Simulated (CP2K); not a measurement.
Consider biacetyl at its PBE geometry (Å).

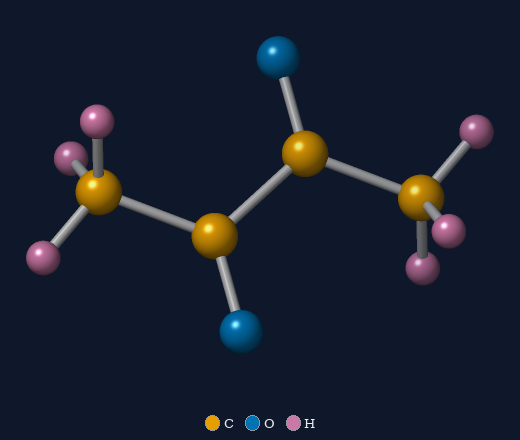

The molecule (carbon orange, oxygen blue, hydrogen pink).

```xyz
12

C     1.9487   -0.0734    0.3281
C     0.6440    0.2611   -0.3386
O     0.5449    0.9129   -1.3696
C    -0.6440   -0.2611    0.3386
C    -1.9487    0.0734   -0.3281
O    -0.5449   -0.9129    1.3696
H     1.9542    0.3139    1.3572
H     2.7773    0.3495   -0.2475
H     2.0562   -1.1636    0.4203
H    -2.0562    1.1636   -0.4203
H    -1.9542   -0.3140   -1.3571
H    -2.7773   -0.3494    0.2475
```

Method: CP2K XAS_TDP, all-electron GAPW, PBEh(45%), aug-cc-pVDZ, TDA, GW2X-corrected core level, no relativity.

Predict the bright core excitations at the O K edge.

Leading lines: O3 530.79 eV. The leading line of an atom is its first one with 35 % of the strongest within 2.5 eV of its lowest line over the strength cut. Core ionisation energies at this level: O3 538.47 eV.

The first six lines of each atom with a strength over 0.0015:

```csv
atom,energy (eV),states,"strength, one atom",above the computed threshold
"O3 (bonded to C), 2 alike",530.79,1,0.0437,
,536.93,1,0.0036,
,539.29,1,0.0021,yes
,539.51,1,0.0037,yes
,540.48,1,0.0019,yes
,540.70,1,0.0046,yes
```

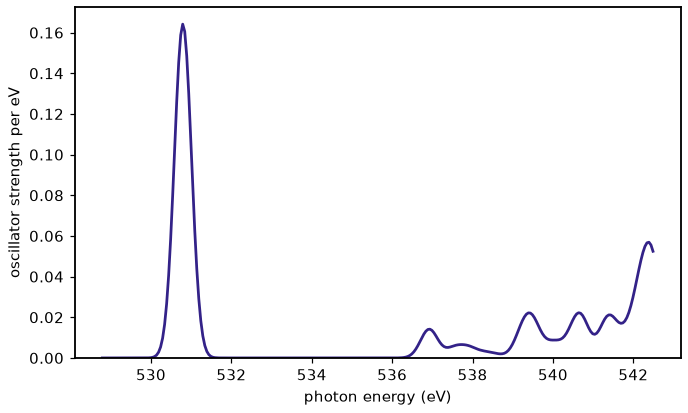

All atoms added, broadened by 0.5 eV.

Lines are vertical, at one geometry, with no vibrational structure. GW2X ionisation energies and lines can be off by 1 to 2 eV either way, and a good line position may hide errors that cancel. These values hold no scalar relativity, about 0.4 eV for O 1s. Rydberg lines, and the discretised continuum above threshold, depend on the basis and the box.

[Banner, clock and machine lines of the logs are left out without a mark of their own.]

[Logs are printed without paths, hosts, clocks, repeated set-up lines and the standing remarks that a program may print on its own settings, such as how far it seeks lower states.]

[Hosts, paths, dates, database ids (printed as entryN), source tags and the programs' standing remarks are cut or masked in the printed files.]
